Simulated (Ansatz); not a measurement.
Cs₂Rb

Input file:

```
crystal:
  lattice:
    - [5.2269292359, 0.0, 0.0]
    - [-2.6134646179, 4.526653502, 0.0]
    - [0.0, 0.0, 25.4126858511]
  atoms:
    - { symbol: Cs, position: [0.3333333333, 0.6666666667, 0.739176] }
    - { symbol: Cs, position: [0.3333333333, 0.6666666667, 0.086877] }
    - { symbol: Cs, position: [0.6666666667, 0.3333333333, 0.913123] }
    - { symbol: Cs, position: [0.6666666667, 0.3333333333, 0.260824] }
    - { symbol: Rb, position: [0.3333333333, 0.6666666667, 0.423988] }
    - { symbol: Rb, position: [0.6666666667, 0.3333333333, 0.576012] }
basis:
  ecutwfc: 420
kpoints:
  mp_grid: { grid: [12, 12, 2] }
hamiltonian:
  xc: pbe
scf:
  occupations: { method: gaussian, width: 0.1 }
output:
  forces: true
  stress: true
  eigenvalues: true
  write_density: true
  write_potential: true
  elf: true
  volumetric_format: npy
relax:
  adjacent_minimum: "off"
  f_tol: 0.01
  max_steps: 30
  cell: { stress_tol: 0.1, fix: [volume] }
```

Command:

```sh
ansatz run input.yaml --threads 4 --pin off --max-ram 8192MiB --backend cpu --events-out ev --progress --plain --runs-dir out
```

Below, planes, directions and counts refer to the conventional cell (a = 5.23 Å, b = 5.23 Å, c = 25.41 Å, α = 90.00°, β = 90.00°, γ = 120.00°).

The fields are those of the run's last geometry, not of the input's.

Space group P-3m1; a structure generated by program, which may or may not match a known phase; changed on purpose from its base cell (volume × 0.94, shape and atoms relaxed).

Computed with Ansatz, DFT PBE, scalar-relativistic, plane waves, PAW.

What will maps of the valence pseudo-density and electron localisation function show?

Answer. Rb–Rb (4.90 Å): the density is about 0.01 e/Å³ at the midpoint; the ELF is about 0.15 at the midpoint; no localised pair shows between them.
Cs–Rb (5.13 Å): ρ at the midpoint is about 0.01 e/Å³; the ELF is about 0.15 at the midpoint; no localised pair shows between them.
Cs–Cs (5.23 Å): ρ is about 0.01 e/Å³ halfway; the ELF is about 0.10 at the midpoint (no localised pair shows between them).

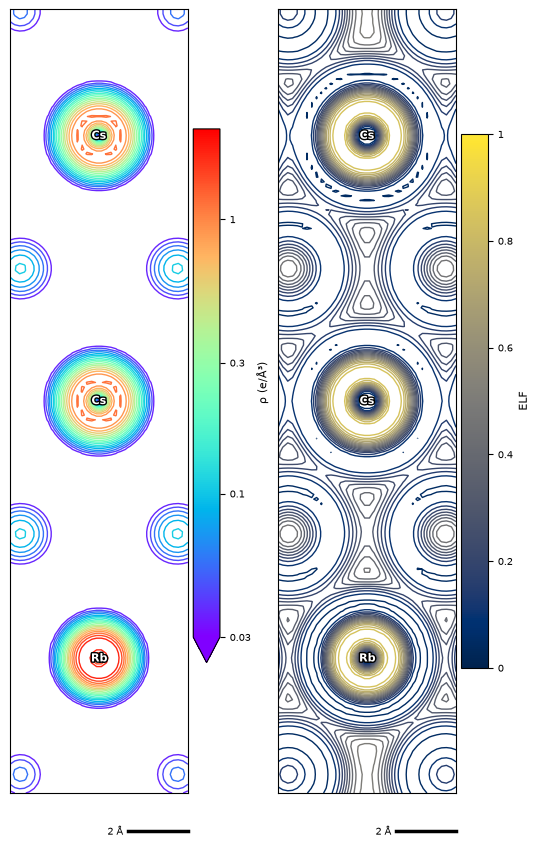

Computed valence pseudo-density and electron localisation function on the (010) plane of the conventional cell, in this order. 

The density is the valence pseudo-density of a PAW calculation; it isn't the true density close to the nuclei.
